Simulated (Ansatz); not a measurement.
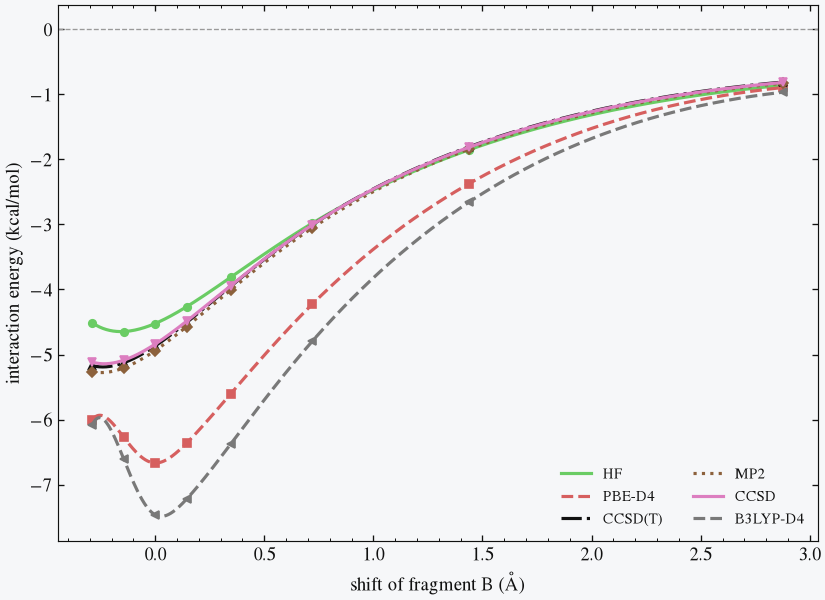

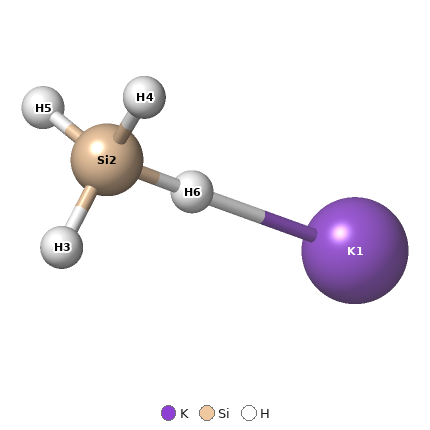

Interaction curve of the pair K⁺ (A) and H₄Si (B), from the arrangement drawn (closest contact, H···H pairs aside, K1···H6 2.88 Å; others can bind more strongly), without the energy that it costs to deform the partners. The Ansatz code, def2-TZVPPD, cores frozen in correlated methods. Fragment B of a pair is moved rigidly from the minimum (PBE0-D4/def2-TZVP) along the line between the fragments' mean atom positions; interaction energies with counterpoise. The outer core of Li, Na, Mg and K is correlated. Splines pass through the computed points, which are marked.

**Which curve follows CCSD(T) best, and which worst?**

Best CCSD, worst B3LYP-D4; largest departures, offsets in depth included: CCSD 0.05, MP2 0.09, HF 0.66, PBE-D4 1.85, B3LYP-D4 2.72 kcal/mol. CCSD(T) is in the same finite basis, not at its limit.

**Give the values at the computed points.**

In kcal/mol:
| shift of fragment B (Å) | HF | PBE-D4 | CCSD(T) | MP2 | CCSD | B3LYP-D4 |
| --- | --- | --- | --- | --- | --- | --- |
| −0.29 | −4.51 | −6.00 | −5.17 | −5.26 | −5.12 | −6.08 |
| −0.14 | −4.65 | −6.27 | −5.13 | −5.21 | −5.09 | −6.61 |
| 0.00 | −4.52 | −6.67 | −4.87 | −4.94 | −4.84 | −7.47 |
| 0.14 | −4.27 | −6.36 | −4.51 | −4.57 | −4.49 | −7.22 |
| 0.35 | −3.81 | −5.61 | −3.95 | −4.01 | −3.94 | −6.38 |
| 0.72 | −2.98 | −4.23 | −3.01 | −3.05 | −3.01 | −4.80 |
| 1.44 | −1.85 | −2.37 | −1.81 | −1.84 | −1.81 | −2.65 |
| 2.88 | −0.86 | −0.89 | −0.81 | −0.83 | −0.82 | −0.97 |
